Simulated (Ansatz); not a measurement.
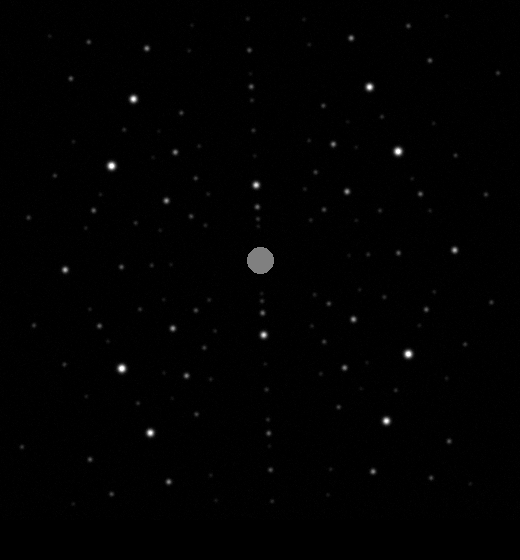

Simulated back-reflection Laue pattern (white X-rays, 0.45 to 2.2 Å, flat plate covering ±45° about the beam, kinematic intensities, seen from the source).

### What symmetry does the pattern show?

2mm: a twofold axis with two mirror lines.

The crystal is Si, space group Fd-3m (No. 227), a = 5.45 Å. Structure: the input geometry of an electronic-structure calculation (not necessarily at equilibrium).

### Which direction points towards the source?

[110] or one equivalent to it by a rotation of the Laue group. In Laue class m-3m no other family of directions with a member of indices 0 and ±1 has this symmetry.
